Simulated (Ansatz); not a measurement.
**UHSE06/cc-pVDZ run of GeH3O2 (SMILES [O][GeH2][OH])**

Aim: the electronic atomisation energy of GeH3O2 at UHSE06/cc-pVDZ, from 4 runs. 

Program for the calculation: Ansatz 0.2.0.

55 further runs of the same task are left out: 55 set aside as unsound or not needed. Runs told in other sessions of the task aren't counted.

## 1. The molecule

GeH3O2: 6 atoms, total charge 0, spin state doublet. SMILES: `[O][GeH2][OH]`. Geometry: relaxed at PBE0-D4/def2-TZVP. This is one conformer, not always the lowest.

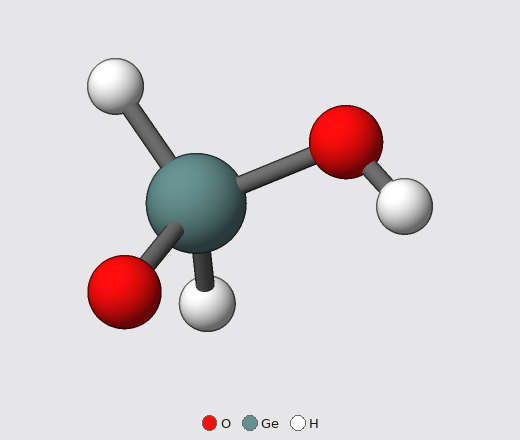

The structure, seen from a chosen angle (oxygen red, germanium teal, hydrogen white).

## 2. The energy at UHSE06/cc-pVDZ

Contents of job.yaml:

```yaml
crystal:
  periodic: [false, false, false]
  atoms:
    - {symbol: O, position_ang: [-1.694000, -0.455900, 0.556900]}
    - {symbol: Ge, position_ang: [-0.249900, 0.168600, -0.295800]}
    - {symbol: O, position_ang: [1.186300, 0.124100, 0.735000]}
    - {symbol: H, position_ang: [-0.134800, -0.795800, -1.489800]}
    - {symbol: H, position_ang: [-0.447300, 1.647000, -0.628900]}
    - {symbol: H, position_ang: [1.381600, -0.751900, 1.076400]}
basis:
  gaussian:
    orbitals: cc-pVDZ
output: {orbitals: {seedname: orbitals}}
accuracy: high
hamiltonian:
  xc: {name: HSE06}
magnetization:
  spin_polarized: true
  initial_magnetization: 1
```

Launch:

```sh
ansatz run job.yaml --threads 1 --pin off --max-ram 2610MiB --events-out events.jsonl --progress --plain --runs-dir runs
```

The log of the run:

```text
Warning: RAYON_NUM_THREADS=1 ignored (pool sized by the plan → 1); use --threads N
Functional definition: HSE06
  name "HSE06"
  parameter a = 0.25
  parameter omega = 0.11/bohr
  exchange = pbe_x - a*pbe_x_sr(omega) + a*exact_x_sr(omega)
  correlation = pbe_c
1529 factors; integrals over basis functions are off by at most 4.5e-9 eV
80 factors; integrals over basis functions are off by at most 1.6e-9 eV
mean field evaluation 1: about -60638.7646 eV, gradient 4.5e1 eV
mean field evaluation 2: about -60599.9779 eV, gradient 1.0e2 eV
mean field evaluation 4: about -60646.4275 eV, gradient 1.4e1 eV
mean field evaluation 8: about -60647.3109 eV, gradient 5.6e-1 eV
mean field evaluation 16: about -60647.3146 eV, gradient 3.2e-2 eV
mean field evaluation 32: about -60647.3152 eV, gradient 3.8e-5 eV
mean field -60647.31523626 eV, -2228.7477267059 hartree, gradient 5.3e-8 eV, S^2 0.753551; 2 other end points of the search recorded, 0 dependent functions left out
reference -60647.31523925 eV, -2228.7477268156 hartree; 26, 25 occupied and 44, 45 virtual orbitals, 1529 factors
Total energy: -60647.31523925 eV, -2228.7477268156 hartree
```

It took 8.1 s on 1 thread of AMD EPYC 9R45 (Zen 5), shared host; peak memory 0.34 GiB.

## 3. The Ge atom

Contents of in.yaml:

```yaml
crystal:
  periodic: [false, false, false]
  atoms:
    - symbol: Ge
      position_ang: [0.000000, 0.000000, 0.000000]
basis:
  gaussian: {orbitals: cc-pVDZ}
magnetization: {spin_polarized: true, initial_magnetization: 2}
hamiltonian: {xc: {name: HSE06}}
accuracy: high
```

Launch:

```sh
ansatz run in.yaml --threads 1 --pin off --max-ram 2610MiB --events-out events.jsonl --progress --plain --runs-dir runs
```

The log of the run:

```text
Warning: RAYON_NUM_THREADS=1 ignored (pool sized by the plan → 1); use --threads N
Functional definition: HSE06
  name "HSE06"
  parameter a = 0.25
  parameter omega = 0.11/bohr
  exchange = pbe_x - a*pbe_x_sr(omega) + a*exact_x_sr(omega)
  correlation = pbe_c
260 factors; integrals over basis functions are off by at most 4.5e-9 eV
46 factors; integrals over basis functions are off by at most 5.5e-10 eV
mean field evaluation 1: about -56507.8931 eV, gradient 1.9e0 eV
mean field evaluation 2: about -56507.9363 eV, gradient 3.1e-1 eV
mean field evaluation 4: about -56507.9374 eV, gradient 3.1e-1 eV
mean field evaluation 8: about -56507.9386 eV, gradient 7.5e-4 eV
mean field evaluation 16: about -56507.8442 eV, gradient 2.7e0 eV
mean field -56507.93855533 eV, -2076.6284394520 hartree, gradient 1.5e-9 eV, S^2 2.002906; 1 other end points of the search recorded, 0 dependent functions left out
reference -56507.93855731 eV, -2076.6284395247 hartree; 17, 15 occupied and 10, 12 virtual orbitals, 260 factors
Total energy: -56507.93855731 eV, -2076.6284395247 hartree
```

It took 0.82 s on 1 thread of AMD EPYC 9R45 (Zen 5), shared host.

## 4. The H atom at the same level

Contents of input.yaml:

```yaml
crystal:
  periodic: [false, false, false]
  atoms:
    - symbol: H
      position_ang: [0.000000, 0.000000, 0.000000]
basis:
  gaussian: {orbitals: cc-pVDZ}
hamiltonian: {xc: hse06}
magnetization: {spin_polarized: true, initial_magnetization: 1}
accuracy: high
```

Launch:

```sh
ansatz run input.yaml --threads 1 --pin off --max-ram 2610MiB --events-out events.jsonl --progress --plain --runs-dir runs
```

The log of the run:

```text
Warning: RAYON_NUM_THREADS=1 ignored (pool sized by the plan → 1); use --threads N
Functional definition: HSE06
  name "HSE06"
  parameter a = 0.25
  parameter omega = 0.11/bohr
  exchange = pbe_x - a*pbe_x_sr(omega) + a*exact_x_sr(omega)
  correlation = pbe_c
15 factors; integrals over basis functions are off by at most 4.6e-8 eV
14 factors; integrals over basis functions are off by at most 2.0e-10 eV
mean field evaluation 1: about -13.6055 eV, gradient 1.7e-1 eV
mean field evaluation 2: about -13.6054 eV, gradient 1.7e-1 eV
mean field evaluation 4: about -13.6058 eV, gradient 3.8e-3 eV
mean field evaluation 8: about -13.6058 eV, gradient 3.5e-9 eV
mean field -13.60578087 eV, -0.5000032248 hartree, gradient 3.5e-9 eV, S^2 0.750000; 0 other end points of the search recorded, 0 dependent functions left out
reference -13.60578268 eV, -0.5000032911 hartree; 1, 0 occupied and 4, 5 virtual orbitals, 15 factors
Total energy: -13.60578268 eV, -0.5000032911 hartree
```

Wall time 0.1 s (1 thread of AMD EPYC 9R45 (Zen 5), shared host).

## 5. The O atom, same level

Contents of input.yaml:

```yaml
crystal:
  periodic: [false, false, false]
  atoms:
    - {symbol: O, position_ang: [0.000000, 0.000000, 0.000000]}
basis:
  gaussian: {orbitals: cc-pVDZ}
magnetization: {spin_polarized: true, initial_magnetization: 2}
hamiltonian: {xc: {name: HSE06}}
accuracy: high
```

Launch:

```sh
ansatz run input.yaml --threads 1 --pin off --max-ram 2610MiB --events-out events.jsonl --progress --plain --runs-dir runs
```

The log of the run:

```text
Warning: RAYON_NUM_THREADS=1 ignored (pool sized by the plan → 1); use --threads N
Functional definition: HSE06
  name "HSE06"
  parameter a = 0.25
  parameter omega = 0.11/bohr
  exchange = pbe_x - a*pbe_x_sr(omega) + a*exact_x_sr(omega)
  correlation = pbe_c
96 factors; integrals over basis functions are off by at most 1.3e-9 eV
26 factors; integrals over basis functions are off by at most 9.4e-10 eV
mean field evaluation 1: about -2040.4741 eV, gradient 5.5e0 eV
mean field evaluation 2: about -2040.5518 eV, gradient 2.5e0 eV
mean field evaluation 4: about -2040.5757 eV, gradient 2.6e-2 eV
mean field evaluation 8: about -2040.5757 eV, gradient 1.9e-4 eV
mean field -2040.57566691 eV, -74.9897726072 hartree, gradient 7.3e-10 eV, S^2 2.001949; 0 other end points of the search recorded, 0 dependent functions left out
reference -2040.57566760 eV, -74.9897726325 hartree; 5, 3 occupied and 9, 11 virtual orbitals, 96 factors
Total energy: -2040.57566760 eV, -74.9897726325 hartree
```

Run time: 0.2 s. Hardware: 1 thread of AMD EPYC 9R45 (Zen 5), shared host.

## 6. What came out

Level: UHSE06/cc-pVDZ.

| quantity | value |
| --- | --- |
| molecule: total energy | -2228.74773 Eh |
| molecule: HOMO energy (highest over α and β) | -8.01 eV |
| molecule: LUMO energy (lowest over α and β) | -4.36 eV |
| molecule: ⟨S²⟩ | 0.754 |
| Ge atom: total energy | -2076.62844 Eh |
| Ge atom: ⟨S²⟩ | 2.003 |
| H atom: total energy | -0.50000 Eh |
| H atom: ⟨S²⟩ | 0.750 |
| O atom: total energy | -74.98977 Eh |
| O atom: ⟨S²⟩ | 2.002 |
| electronic atomisation energy | 17.408 eV |

In words: Taking the molecule apart into free atoms costs 17.41 eV (401 kcal/mol), before zero-point energy and without spin-orbit coupling.
